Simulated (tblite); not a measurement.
# C6H12Ge: the cost of one run

Programs: tblite 0.8.0 and PySCF 2.14.0, with density-fitted response routines of our own. Each step states its level of theory. These are calculated values for one molecule in the gas phase, unless marked as measured. Atoms count from 0, in the outputs and in this text.

### 1 The starting structure

19 atoms, charge 0, multiplicity 1; geometry from: force field or distance geometry start.

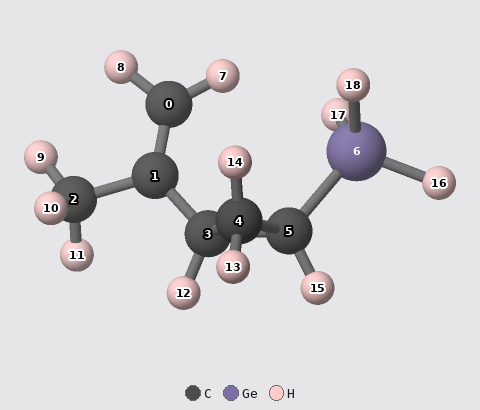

The starting geometry (carbon dark grey, germanium purple, hydrogen pink), atoms numbered.

### 2 Relaxing the molecule with GFN2-xTB

The job: settings as JSON, then the geometry in Å.

```
{"job": {"kind": "relax", "xc": "GFN2-xTB", "basis": "xTB"}, "charge": 0, "multiplicity": 1}
C     -1.135000     1.315400    -0.023600
C     -1.142300     0.013600    -0.152100
C     -2.510200    -0.636800    -0.173400
C     -0.005200    -0.879000    -0.253900
C      0.791900    -0.945200     1.076200
C      1.422000    -0.610000    -0.253500
Ge     2.285400     1.082200    -0.442500
H     -0.271000     1.964400     0.025000
H     -2.108100     1.848300     0.044000
H     -3.292400     0.106700    -0.373500
H     -2.664300    -1.139100     0.790600
H     -2.419800    -1.410800    -0.963500
H     -0.285300    -1.943400    -0.543200
H      0.956500    -1.935800     1.524600
H      0.650100    -0.084500     1.747800
H      2.066100    -1.475500    -0.601600
H      3.783800     0.841400    -0.841300
H      1.591200     2.001700    -1.490300
H      2.276700     1.895700     0.896600
```

The run is started by

```console
$ OMP_NUM_THREADS=1 python probes_run.py task.json out
```

This one command runs all jobs of the session in turn.

**Question.** How long does this first job take on 1 thread of Intel Xeon at 2.50GHz, shared host?

About 2.8 s.
